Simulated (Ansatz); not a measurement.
**Cu under a change: Li interstitial (started 1.55 Å from the nearest host atom), symmetric start**

Consider a 12-atom supercell of Cu in the fcc (Cu type) structure (space group Fm-3m, No. 225; a = 3.5790 Å) at its relaxed geometry.

Modification: one Li atom is added in an open site, starting 1.55 Å from the nearest host atom, atoms relaxed at fixed cell.

Calculations: Ansatz (an electronic-structure program) r2SCAN, no spin-orbit coupling, earlier PAW set. k-mesh 8×6×8 (Γ-centred); smearing 0.05 eV (Fermi–Dirac).

```yaml
pressure: 19.8 GPa (base 0.0 GPa)
largest_displacement_of_a_host_atom_from_its_site_in_the_perfect_cell: 0.74 Å
final_site_of_the_added_atom: 13 Cu at 1.79–3.05 Å
```

Final structure:

```yaml
crystal:
  lattice:
    - [0.00000, 3.57902, 3.57902]
    - [3.57902, -3.57902, 3.57902]
    - [3.57902, 3.57902, 0.00000]
  atoms:
    - { symbol: Cu, position: [0.00000, 0.89722, 0.00000] }
    - { symbol: Cu, position: [0.99968, 0.01613, 0.50016] }
    - { symbol: Cu, position: [0.18256, 0.37394, 0.18256] }
    - { symbol: Cu, position: [0.18256, 0.37394, 0.63488] }
    - { symbol: Cu, position: [0.33333, 0.70848, 0.33333] }
    - { symbol: Cu, position: [0.35988, 0.65431, 0.82006] }
    - { symbol: Cu, position: [0.50016, 0.01613, 0.99968] }
    - { symbol: Cu, position: [0.50016, 0.01613, 0.50016] }
    - { symbol: Cu, position: [0.63488, 0.37394, 0.18256] }
    - { symbol: Cu, position: [0.66667, 0.32580, 0.66667] }
    - { symbol: Cu, position: [0.82006, 0.65431, 0.35988] }
    - { symbol: Cu, position: [0.82006, 0.65431, 0.82006] }
    - { symbol: Li, position: [0.00000, 0.18536, 0.00000] }
```

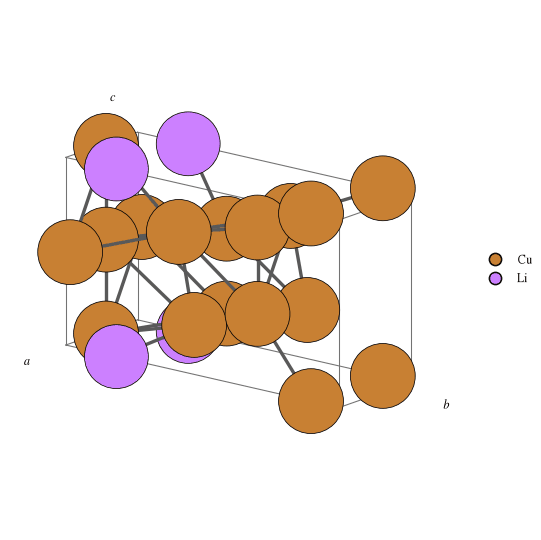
Figure. The relaxed cell after the change

In so small a cell the defect repeats every few ångströms: this is an ordered compound, not a dilute defect. The defect started on the symmetric site and kept its symmetry, so it may sit on a saddle. The final runs are not spin-polarised. The defect cell is not spin-polarised.
